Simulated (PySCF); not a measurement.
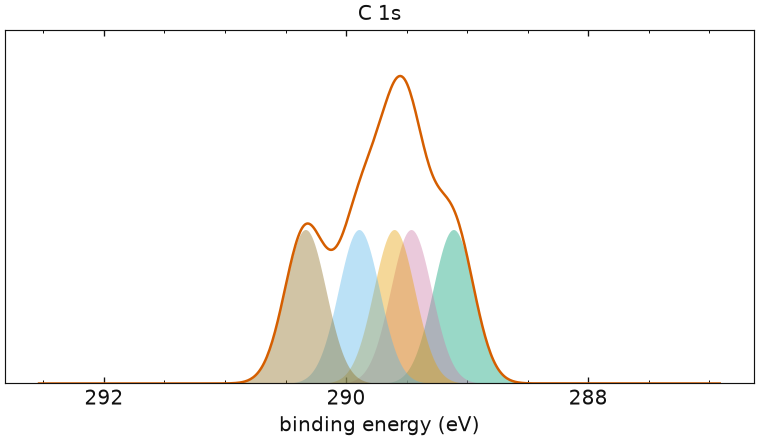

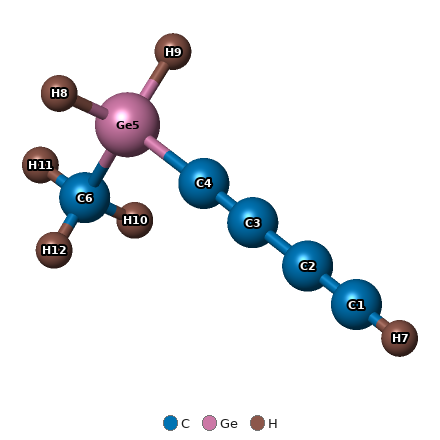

Simulated XPS of C₅H₆Ge, SMILES C#CC#[C][GeH2][CH3], singlet. Vertical core-electron binding energies by ΔSCF (PBE, pcX-2 on the ionised atom, pcseg-1 elsewhere, spin-free X2C; PySCF, at a PBE0-D3(BJ)/def2-SVP geometry (no frequency check)), gas phase, against the vacuum level. One atom of each kind was ionised; within a panel, areas follow the number of like atoms, Gaussians of 0.4 eV full width. Only the regions named are shown. Lines closer than the width merge in the curve.

Question: Assign the components.

Answer:
```csv
level,atoms,binding energy (eV)
C 1s,C2,290.3
C 1s,C3,289.9
C 1s,C6,289.6
C 1s,C1,289.5
C 1s,C4,289.1
```

Question: How large is the chemical shift across the C 1s region?

Answer: 1.2 eV, from C4 at 289.1 eV to C2 at 290.3 eV.
